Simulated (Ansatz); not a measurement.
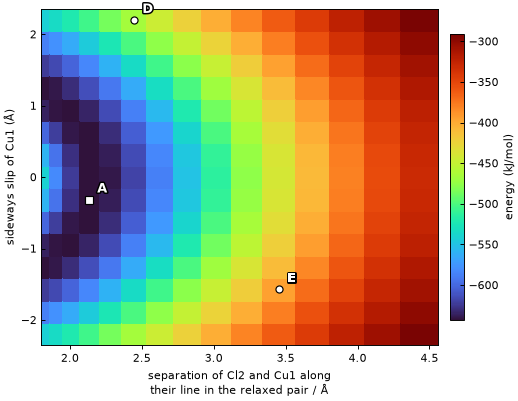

ClCu. 
- First axis: separation of Cl2 and Cu1 along their line in the relaxed pair. Second axis: sideways slip of Cu1.
- Nothing is relaxed (both partners rigid).
- Grid: 15 × 15 points; 119 points were computed and 106 follow by symmetry.
- Points are written as (first, second).
- Energies are in kJ/mol, from the two partners as ions far apart, frozen as in the relaxed pair, each in its own basis (no counterpoise correction).
- Computed with RHF/def2-TZVPD (Ansatz).

Drawn: one coloured cell a grid point, lettered points.

Is A the lowest point of the computed grid?

Answer. Yes. A, at (2.132 Å, −0.314 Å), has the lowest energy of the grid.

Rank the lettered points by energy, lowest first.

Answer. A (−643 kJ/mol), D (−466 kJ/mol), E (−395 kJ/mol).
